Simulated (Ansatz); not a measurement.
```
atom    x (Å)    y (Å)    z (Å)
  Si   0.0003   0.0000  -0.2919
   H   0.0005   0.0000   2.3883
   H   1.4280   0.0000  -0.7190
   H  -0.7135   1.2364  -0.7190
   H  -0.7135  -1.2364  -0.7190
  Cl  -0.0004   0.0000   3.6919
```

All numbers below come from UKS B3LYP/def2-SVP (Ansatz 0.2.0).

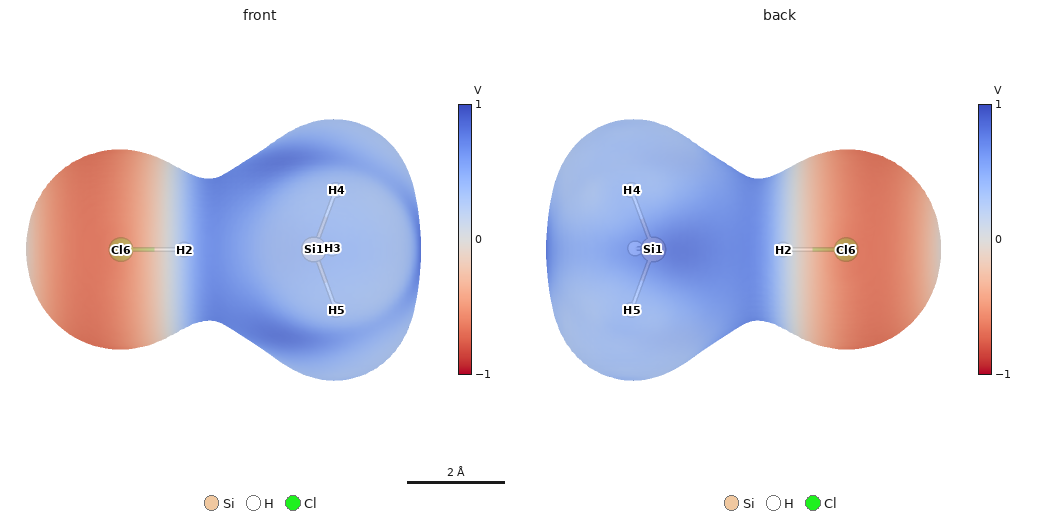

H$_{3}$Si···HCl (doublet). The electrostatic potential painted on the density surface at 0.001 e/bohr³, seen from the front and from behind; the colour scale runs from red (negative) to blue (positive).

> Describe the electrostatic potential map.

The most negative region (about −0.7 V, or −16 kcal/mol for a unit charge) lies over Cl6, the most positive (about +0.8 V, or +18 kcal/mol for a unit charge) over Si1.
